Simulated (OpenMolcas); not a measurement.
# AlSiNH8 (SMILES [AlH3-][NH2+][SiH3]): levels of theory compared

Aim: a comparison of 6 runs (B3LYP/6-31G*, B2PLYP/def2-SVP, BHLYP/def2-SVP, M06-2X/def2-SVP, PBE0/def2-SVP, revPBE/def2-SVP) of AlSiNH8. 

The calculation is run with OpenMolcas 26.06.

1 further run of the same task is left out (set aside as unsound or not needed).

## (1) Starting point

AlSiNH8 has 11 atoms, charge 0, and is taken as a singlet. SMILES: `[AlH3-][NH2+][SiH3]`. Geometry: relaxed at PBE0-D4/def2-TZVP.

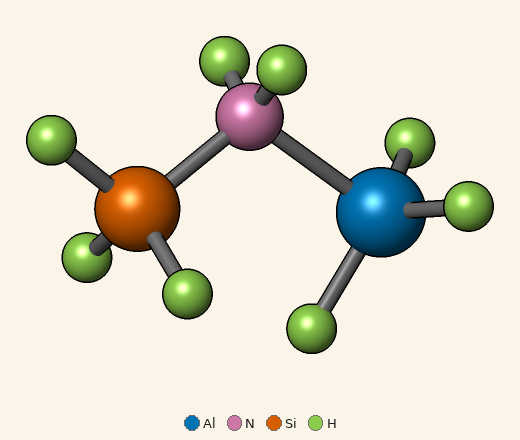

The structure, seen from a chosen angle (aluminium blue, nitrogen pink, silicon orange, hydrogen green).

## (2) Energy and gradient at B3LYP/6-31G(d) (spherical functions) (run 1)

File job.input:

```
&GATEWAY
BasLib=$CurrDir
Coord
11
angstrom
Al      -0.900100       1.211100      -0.740800
N       -0.028300       0.143500       0.802700
Si       0.876200      -1.248700       0.128600
H       -0.721100       0.091900      -1.882400
H        0.093800       2.465300      -0.806700
H       -2.377200       1.435300      -0.165100
H        0.566700       0.786500       1.316700
H       -0.768500      -0.144800       1.435900
H        1.651500      -1.882900       1.228300
H        1.794800      -0.716800      -0.896700
H       -0.122500      -2.197400      -0.400100
Basis=6-31Gs
Group=NoSym
&SEWARD
GridInput
Grid=UltraFine
End of Grid
&SCF
KSDFT=B3LYP
Thresholds=1e-10 1e-07 1e-07 1e-05
PrOrbitals=1
&ALASKA
```

The basis set 6-31G* is read from a file made from the Basis Set Exchange's data (not shown).

On the command line:

```console
$ export MOLCAS_MEM=1860
$ pymolcas job.input > job.log
```

What it wrote:

```text
--- Start Module: gateway ---
[...]
--- Stop Module: gateway /rc=_RC_ALL_IS_WELL_ ---
[...]
      Basis functions           66
[...]
--- Start Module: scf ---
[...]
       Convergence after  13 Iterations
[...]
::    Total KS-DFT energy                            -591.5031586159
[...]
      Total spin, S                                     0.0000000000
[...]
      Total electronic charge=   42.000000
      Total            charge=   -0.000000
[...]
      Dipole Moment (debye):
      Origin of the operator (angstrom)=   -0.0007   -0.0054   -0.0691
                   X=  2.1151E+00               Y= -2.6418E+00               Z=  3.7394E+00           Total=  5.0434E+00
      Quadrupole Moment (debye*angstrom):
[...]
 *              Molecular gradients               *
 **************************************************
  Irreducible representation: a
 ------------------------------------------------------------------------------------------
                              X                       Y                       Z
 ------------------------------------------------------------------------------------------
  AL1               1.97542087676261E-03   -2.09473863843623E-03    3.20644051147934E-03
  N2                2.18338259249706E-03   -3.15576693007769E-03   -1.36948932625280E-04
  SI3              -5.27860866579477E-03    7.65756687811958E-03    2.88889553715055E-03
  H4                7.71223700053832E-04   -8.68653969460897E-04    5.85691473625083E-04
  H5               -1.75237532358263E-04   -6.69653756832478E-04    1.20687794409380E-04
  H6                6.62440617249960E-04   -3.03997624844787E-04   -1.81974921024786E-04
  H7               -2.48398288793883E-03   -2.94753939310022E-03   -2.62888295715680E-03
  H8                3.32869211179743E-03    1.09610854913011E-03   -3.00895884614860E-03
[...]
```

Run time: 31 s. Hardware: 1 thread of Intel Xeon Platinum 8375C at 2.90GHz (Ice Lake), shared host; peak memory 0.41 GiB.

## (3) The energy at B2PLYP/def2-SVP (run 2)

File mol.input:

```
>>> EXPORT MOLCAS_PRINT=2

&GATEWAY
 BASLIB
 $CurrDir
 COORD
 11
 bohr
 Al    -1.70094248     2.28864731    -1.39990911
 N     -0.05347925     0.27117570     1.51688316
 Si     1.65577803    -2.35970101     0.24301878
 H     -1.36268151     0.17366583    -3.55722046
 H      0.17725631     4.65874182    -1.52444206
 H     -4.49225694     2.71232391    -0.31199378
 H      1.07090779     1.48626960     2.48820239
 H     -1.45225453    -0.27363234     2.71345774
 H      3.12088269    -3.55816532     2.32115060
 H      3.39168045    -1.35455569    -1.69451742
 H     -0.23149145    -4.15248419    -0.75607942
 BASIS
 def2-SVP
 GROUP
 NoSym

&SEWARD
 GRIDINPUT
 Grid=UltraFine
 End of Grid

&SCF
 KSDFT
 B2PLYP_SCF
 THRESHOLDS
 1e-10 1e-07 1e-07 1e-05
 PRORBITALS
 1

&MBPT2
 FROZEN
 11
```

The basis set def2-SVP is read from a file made from the Basis Set Exchange's data (not shown).

On the command line:

```console
$ export MOLCAS_MEM=1860
$ pymolcas mol.input > mol.log
```

What it wrote:

```text
--- Start Module: gateway ---
[...]
--- Stop Module: gateway /rc=_RC_ALL_IS_WELL_ ---
[...]
      Basis functions           90
[...]
--- Start Module: scf ---
[...]
       Convergence after  11 Iterations
[...]
::    Total KS-DFT energy                            -590.8436032556
[...]
      Total spin, S                                     0.0000000000
[...]
      Total electronic charge=   42.000000
      Total            charge=   -0.000000
[...]
      Dipole Moment (debye):
      Origin of the operator (angstrom)=   -0.0007   -0.0054   -0.0691
                   X=  2.1294E+00               Y= -2.6662E+00               Z=  3.7167E+00           Total=  5.0455E+00
      Quadrupole Moment (debye*angstrom):
[...]
--- Stop Module: scf /rc=_RC_ALL_IS_WELL_ ---
[...]
--- Start Module: mbpt2 ---
[...]
 ###    WARNING: MP2 implementation intended for RHF references only         ###
 ###############################################################################
MBPT2 WARNING: Reference function according to RunFile:KS-DFT
I'll assume you know what you're doing and continue
WARNING!
Default frozen orbitals as non valence orbitals is overwritten by user input.
Default values:   5
[...]
       Reference weight ( Cref**2 )         =        0.82952
::    Total MBPT2 energy                             -591.2914977721
[...]
      Total MBPT2 calculations                           0.28      0.31
--- Stop Module: mbpt2 /rc=_RC_ALL_IS_WELL_ ---
[...]
```

Run time: 22 s. Hardware: 1 thread of Intel Xeon Platinum 8375C at 2.90GHz (Ice Lake), shared host; peak memory 0.49 GiB.

Runs 3 to 4 aren't shown in full; the table further down has their settings and results.

## (4) Energy and gradient at PBE0/def2-SVP (run 5)

File mol.input:

```
* AlH8NSi Kohn-Sham DFT

&GATEWAY
  BasLib=$CurrDir
  Coord
  11
  bohr
  Al    -1.70094248     2.28864731    -1.39990911
  N     -0.05347925     0.27117570     1.51688316
  Si     1.65577803    -2.35970101     0.24301878
  H     -1.36268151     0.17366583    -3.55722046
  H      0.17725631     4.65874182    -1.52444206
  H     -4.49225694     2.71232391    -0.31199378
  H      1.07090779     1.48626960     2.48820239
  H     -1.45225453    -0.27363234     2.71345774
  H      3.12088269    -3.55816532     2.32115060
  H      3.39168045    -1.35455569    -1.69451742
  H     -0.23149145    -4.15248419    -0.75607942
  Basis=def2-SVP
  Group=NoSym

&SEWARD
  GridInput
  Grid=UltraFine
  End of Grid

&SCF
  KSDFT=PBE0
  Thresholds=1e-10 1e-07 1e-07 1e-05
  PrOrbitals=1 1

&ALASKA
```

The basis set def2-SVP is read from a file made from the Basis Set Exchange's data (not shown).

On the command line:

```console
$ export MOLCAS_MEM=1860
$ pymolcas mol.input > mol.log
```

What it wrote:

```text
--- Start Module: gateway ---
[...]
--- Stop Module: gateway /rc=_RC_ALL_IS_WELL_ ---
[...]
      Basis functions           90
[...]
--- Start Module: scf ---
[...]
       Convergence after  11 Iterations
[...]
::    Total KS-DFT energy                            -590.9725774440
[...]
      Total spin, S                                     0.0000000000
[...]
      Total electronic charge=   42.000000
      Total            charge=   -0.000000
[...]
      Dipole Moment (debye):
      Origin of the operator (angstrom)=   -0.0007   -0.0054   -0.0691
                   X=  2.0825E+00               Y= -2.6057E+00               Z=  3.6817E+00           Total=  4.9681E+00
      Quadrupole Moment (debye*angstrom):
[...]
 *              Molecular gradients               *
 **************************************************
  Irreducible representation: a
 ------------------------------------------------------------------------------------------
                              X                       Y                       Z
 ------------------------------------------------------------------------------------------
  AL1               1.13497238164584E-03   -1.34097458513427E-03    1.33017159644933E-03
  N2                1.81919944530606E-03   -2.30784760509906E-03    2.76657860302176E-03
  SI3              -2.68083198156965E-03    4.21505123621202E-03    1.60960956009548E-03
  H4                4.47718762682965E-05    5.56378592260653E-04    8.23673421795679E-04
  H5               -5.99776342070202E-04   -9.65104760651148E-04    1.47655340688502E-04
  H6                1.03565035060171E-03   -2.61478109308988E-04   -3.44614862914483E-04
  H7               -2.93092677497064E-03   -3.48794338823000E-03   -3.34973775716430E-03
  H8                3.77418364133764E-03    1.30393161690212E-03   -3.86845054639506E-03
[...]
```

It took 36 s on 1 thread of Intel Xeon Platinum 8375C at 2.90GHz (Ice Lake), shared host; peak memory 0.49 GiB.

## (5) Energy and gradient at revPBE/def2-SVP (run 6)

File geom.xyz:

```xyz
11

Al    -0.900100     1.211100    -0.740800
N     -0.028300     0.143500     0.802700
Si     0.876200    -1.248700     0.128600
H     -0.721100     0.091900    -1.882400
H      0.093800     2.465300    -0.806700
H     -2.377200     1.435300    -0.165100
H      0.566700     0.786500     1.316700
H     -0.768500    -0.144800     1.435900
H      1.651500    -1.882900     1.228300
H      1.794800    -0.716800    -0.896700
H     -0.122500    -2.197400    -0.400100
```

File run.input:

```
* AlH8NSi Kohn-Sham DFT
>>> EXPORT MOLCAS_PRINT=2

&GATEWAY
  BasLib=$CurrDir
  Coord=geom.xyz
  Basis=def2-SVP
  Group=NoSym

&SEWARD
  GridInput
  Grid=UltraFine
  End of Grid

&SCF
  KSDFT=revPBE
  Thresholds=1e-10 1e-07 1e-07 1e-05
  PrOrbitals=0

&ALASKA
```

The basis set def2-SVP is read from a file made from the Basis Set Exchange's data (not shown).

On the command line:

```console
$ export MOLCAS_MEM=1860
$ pymolcas run.input > run.log
```

What it wrote:

```text
--- Start Module: gateway ---
[...]
--- Stop Module: gateway /rc=_RC_ALL_IS_WELL_ ---
[...]
      Basis functions           90
[...]
--- Start Module: scf ---
[...]
       Convergence after  14 Iterations
[...]
::    Total KS-DFT energy                            -591.1424360625
[...]
      Total spin, S                                     0.0000000000
[...]
      Total electronic charge=   42.000000
      Total            charge=   -0.000000
[...]
      Dipole Moment (debye):
      Origin of the operator (angstrom)=   -0.0007   -0.0054   -0.0691
                   X=  2.0458E+00               Y= -2.5606E+00               Z=  3.6329E+00           Total=  4.8929E+00
      Quadrupole Moment (debye*angstrom):
[...]
 *              Molecular gradients               *
 **************************************************
  Irreducible representation: a
 ------------------------------------------------------------------------------------------
                              X                       Y                       Z
 ------------------------------------------------------------------------------------------
  AL1               2.89560909344910E-03   -3.57727847556610E-03    4.17897170647041E-03
  N2                3.28974667208981E-03   -4.28017933349834E-03    4.33532356798327E-03
  SI3              -5.51669180404701E-03    8.59375593547540E-03    3.49538429710505E-03
  H4                8.70810945414573E-05    2.19571297680399E-03    3.22603934889942E-03
  H5               -2.40869050590908E-03   -3.45471584960055E-03    3.98960137207693E-04
  H6                3.96855659060247E-03   -7.44252666520451E-04   -1.35451027561284E-03
  H7               -6.93815856060542E-03   -7.80037525345190E-03   -7.40329448176480E-03
  H8                8.69668236776988E-03    3.21913348578717E-03   -8.67099633488921E-03
[...]
```

It took 41 s on 1 thread of Intel Xeon Platinum 8375C at 2.90GHz (Ice Lake), shared host; peak memory 0.49 GiB.

## (6) The series

| run | level | task | frozen core orbitals | energy (Eh) | dipole moment (D) | HOMO energy (eV) | LUMO energy (eV) | wall time |
| --- | --- | --- | --- | --- | --- | --- | --- | --- |
| 1 | B3LYP/6-31G* (spherical functions) | gradient | – | -591.503159 | 5.04 | -7.18 | -0.64 | 31 s |
| 2 | B2PLYP/def2-SVP | energy | 11 | -590.964535 | 5.05 | -8.60 | 0.82 | 22 s |
| 3 | BHLYP/def2-SVP | gradient | – | -591.251578 | 5.03 | -8.64 | 0.52 | 36 s |
| 4 | M06-2X/def2-SVP | gradient | – | -591.212549 | 5.04 | -8.59 | 0.41 | 47 s |
| 5 | PBE0/def2-SVP | gradient | – | -590.972577 | 4.97 | -7.45 | -0.37 | 36 s |
| 6 | revPBE/def2-SVP | gradient | – | -591.142436 | 4.89 | -6.15 | -1.11 | 41 s |

## (7) What came out

| quantity | value |
| --- | --- |
| run 6: total energy | -591.14244 Eh |
| run 6: dipole moment | 4.89 D |
| run 6: HOMO energy | -6.15 eV |
| run 6: LUMO energy | -1.11 eV |
| run 6: HOMO–LUMO gap | 5.05 eV |
| run 6: largest force on an atom | 0.658 eV/Å |

In words: The dipole moment (its size) runs from 4.89 D (revPBE/def2-SVP) to 5.05 D (B2PLYP/def2-SVP). A double hybrid's value is that of its SCF part. The HOMO–LUMO gap runs from 5.05 eV (revPBE/def2-SVP) to 9.42 eV (B2PLYP/def2-SVP). For B2PLYP the log adds the whole second-order term; the table takes 0.27 of it, as the functional is defined. Totals of different functionals can't be ranked against each other. All runs together took 3.6 min, the longest 47 s.
